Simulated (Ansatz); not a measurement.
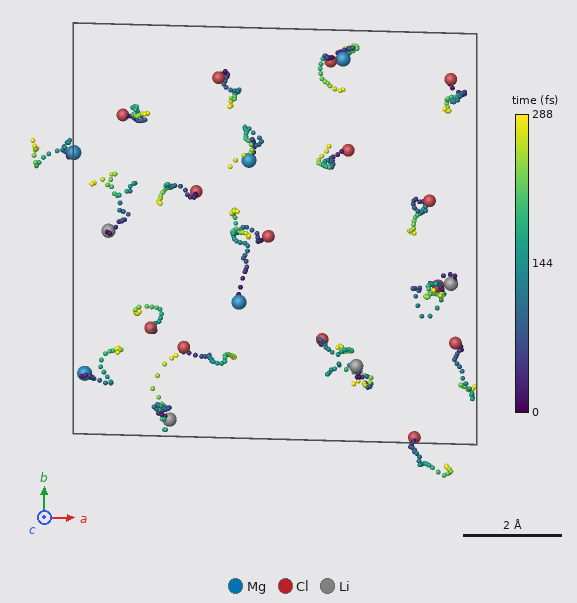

Molecular dynamics of an amorphous cell of composition Li$_{4}$Mg$_{5}$Cl$_{14}$ (23 atoms in the cell), 288 fs long. It starts from the last geometry of an earlier run, with fresh velocities. Dots mark each atom's position at evenly spaced times, coloured by time; spheres stand at the starting positions. Seen along the c axis in the simulation cell.

Method: DFT PBE, scalar-relativistic, plane waves, PAW in Ansatz. Settings: plane-wave cutoff 420 eV; k-point mesh 1 × 1 × 1; Fermi-Dirac smearing 0.0991 eV; volume 1.05 times that of the relaxed crystal; set temperature 1150 K; time step 1.5 fs.

> What do the traces tell about the motion?

Root-mean-square distances from the starting positions over the second half, with the common drift of all atoms taken out: Mg 1.29 Å, Li 1.05 Å, Cl 0.75 Å. Against the typical shortest distance between atoms in the first frame, about 2.2 Å these are large excursions, but over 288 fs one can't yet tell strong vibration from the start of diffusion. 3 of the 23 free atoms end more than three quarters of that spacing from the start. Over the second half the temperature averages 1151 K (spread ±164 K). The potential energy in the second half lies on average 71.6 meV per atom below the first frame. The mean pressure there is 0.7 GPa.

Limits of the set-up: the periodic images lie only 8.2 Å apart, so the values are limited by the cell's size.

The run took 3.7 min on 2 threads of Arm Neoverse V2, with other jobs on the host, peak memory 0.53 GiB.
